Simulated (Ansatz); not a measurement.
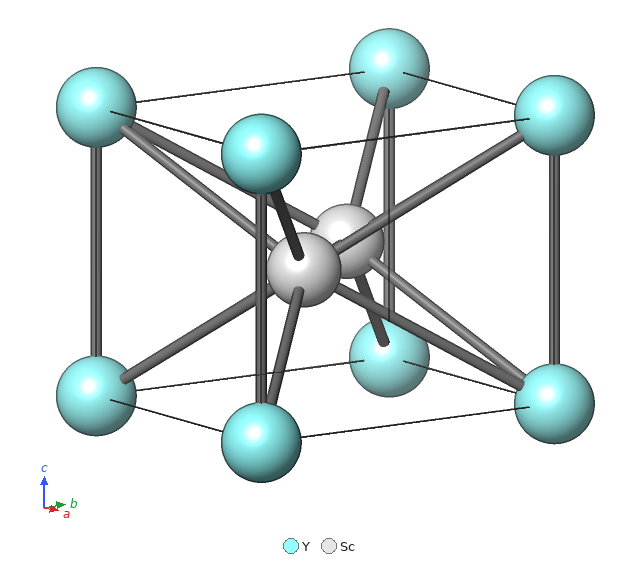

Drawn in the ball-and-stick manner and seen slightly off an axis. The conventional unit cell is drawn as a box.

Cell constants: a = 5.32 Å, b = 5.32 Å, c = 3.32 Å, α = 90.00°, β = 90.00°, γ = 120.00°.

**What is the formula unit?**

YSc₂. The cell holds 1 Y, 2 Sc, counting shared atoms by their share.

**Which of the 230 space groups is it?**

P6/mmm (No. 191), with Y on 1a and Sc on 2d.

**Which prototype does it follow?**

AlB₂ type.

**Does the bonding give isolated units, chains, sheets or a framework?**

The bonds build a three-dimensional framework.

The starting point was a textbook structure type filled with these elements (whether it is the usual form wasn't checked). Atoms and cell were optimised with DFT PBE, scalar-relativistic, plane waves, PAW (Ansatz).
